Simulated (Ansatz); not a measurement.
# SiH2O (oxosilane): CCSD/def2-TZVPP

Aim: the vertical ionisation energy of SiH2O (oxosilane) at CCSD/def2-TZVPP, from 2 runs. 

Program for the calculation: Ansatz 0.2.0.

50 further runs of the same task are left out: 50 set aside as unsound or not needed.

## (1) The system as given

The species is SiH2O (4 atoms), meant as a singlet with charge 0. SMILES: `O=[SiH2]`. The coordinates come from a PBE0-D4/def2-TZVP relaxation.

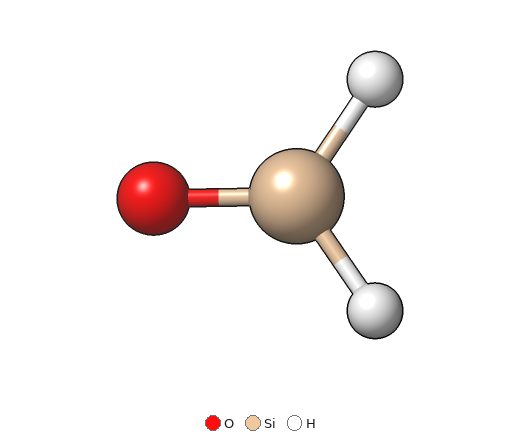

The structure, seen from a chosen angle (oxygen red, silicon light orange, hydrogen white).

## (2) A single-point energy at CCSD/def2-TZVPP

job.yaml reads:

```yaml
crystal:
  periodic: [false, false, false]
  atoms:
    - {symbol: O, position_ang: [-0.283200, 0.413500, 1.469500]}
    - {symbol: Si, position_ang: [-0.006700, 0.009800, 0.034900]}
    - {symbol: H, position_ang: [0.439900, -1.346000, -0.376200]}
    - {symbol: H, position_ang: [-0.150000, 0.922700, -1.128300]}
basis:
  gaussian: {orbitals: def2-TZVPP}
correlation: {method: ccsd, frozen_orbitals: {H: 0, O: 1, Si: 5}}
accuracy: high
scf: {omitted_lower_state_checks: [cluster_reference, increment]}
```

Command:

```console
$ ansatz run job.yaml --threads 1 --pin off --max-ram 3480MiB --events-out events.jsonl --progress --plain --runs-dir runs
```

What it wrote, shortened:

```text
Warning: RAYON_NUM_THREADS=1 ignored (pool sized by the plan → 1); use --threads N
Functional definition: HF
  name "HF"
[...]
1618 factors; integrals over basis functions are off by at most 3.1e-9 eV
[...]
mean field -9931.77125577 eV, -364.9858616531 hartree, gradient 2.6e-8 eV, S^2 0.000000; 0 other end points of the search recorded, 0 dependent functions left out
6 core orbitals not correlated: weight in the atoms' cores, before any rotation towards them, 1.000 or more for the frozen orbitals, at most 0.000 for the correlated occupied ones
reference -9931.77125577 eV, -364.9858616531 hartree; 6, 6 occupied and 89, 89 virtual orbitals, 1618 factors
second order -9.81364411 eV of doubles, -0.00000000 eV of singles
cycle   1  -9.65858168 eV  change    1.6e-1 eV  update   1.1e-1
[...]
cycle  22  -10.10119949 eV  change   2.6e-10 eV  update  3.7e-10
Total energy: -9941.87245526 eV, -365.3570738875 hartree
Checks for a lower state left out: cluster_reference, increment
```

It took 11 s on 1 thread of Arm Neoverse V2, shared host; peak memory 0.68 GiB.

## (3) The doublet cation at the same level

input.yaml reads:

```yaml
crystal:
  periodic: [false, false, false]
  atoms:
    - {symbol: O, position_ang: [-0.283200, 0.413500, 1.469500]}
    - {symbol: Si, position_ang: [-0.006700, 0.009800, 0.034900]}
    - {symbol: H, position_ang: [0.439900, -1.346000, -0.376200]}
    - {symbol: H, position_ang: [-0.150000, 0.922700, -1.128300]}
basis:
  gaussian: {orbitals: def2-TZVPP}
total_charge: 1
magnetization: {spin_polarized: true, initial_magnetization: 1}
correlation: {method: ccsd, frozen_orbitals: {H: 0, O: 1, Si: 5}}
accuracy: high
scf: {omitted_lower_state_checks: [cluster_reference, increment]}
```

Command:

```console
$ ansatz run input.yaml --threads 1 --pin off --max-ram 3480MiB --events-out events.jsonl --progress --plain --runs-dir runs
```

What it wrote, shortened:

```text
Warning: RAYON_NUM_THREADS=1 ignored (pool sized by the plan → 1); use --threads N
[... 2 set-up lines as earlier in the session ...]
[...]
1618 factors; integrals over basis functions are off by at most 3.1e-9 eV
[...]
mean field -9922.81556249 eV, -364.6567459956 hartree, gradient 5.4e-8 eV, S^2 0.760369; 6 other end points of the search recorded, 0 dependent functions left out
6 core orbitals not correlated: weight in the atoms' cores, before any rotation towards them, 1.000 or more for the frozen orbitals, at most 0.000 for the correlated occupied ones
reference -9922.81556249 eV, -364.6567459956 hartree; 6, 5 occupied and 89, 90 virtual orbitals, 1618 factors
second order -7.54359862 eV of doubles, -0.00000000 eV of singles
cycle   1  -8.02816507 eV  change   -4.8e-1 eV  update   7.3e-2
[...]
cycle  30  -8.38012692 eV  change  -3.8e-10 eV  update  6.4e-10
Total energy: -9931.19568941 eV, -364.9647099796 hartree
Checks for a lower state left out: cluster_reference, increment
```

Run time: 38 s. Hardware: 1 thread of Arm Neoverse V2, shared host; peak memory 1.3 GiB.

## (4) Results

Level: CCSD/def2-TZVPP, 6 core orbitals frozen.

```
                                                   quantity          value
                                singlet SiH2O: total energy  -365.35707 Eh
 singlet SiH2O: correlation energy (6 core orbitals frozen)     -371.2 mEh
                               singlet SiH2O: T1 diagnostic          0.022
                               doublet cation: total energy  -364.96471 Eh
doublet cation: correlation energy (6 core orbitals frozen)     -308.0 mEh
          doublet cation: ⟨S²⟩ of the reference determinant          0.760
                              doublet cation: T1 diagnostic          0.030
         vertical ionisation energy (to the doublet cation)      10.677 eV
```

**Reading.** The vertical ionisation energy comes to 10.68 eV (1030 kJ/mol). The T1 diagnostic (singlet SiH2O) of 0.022 is above the customary mark for such species, so a single reference may not serve.
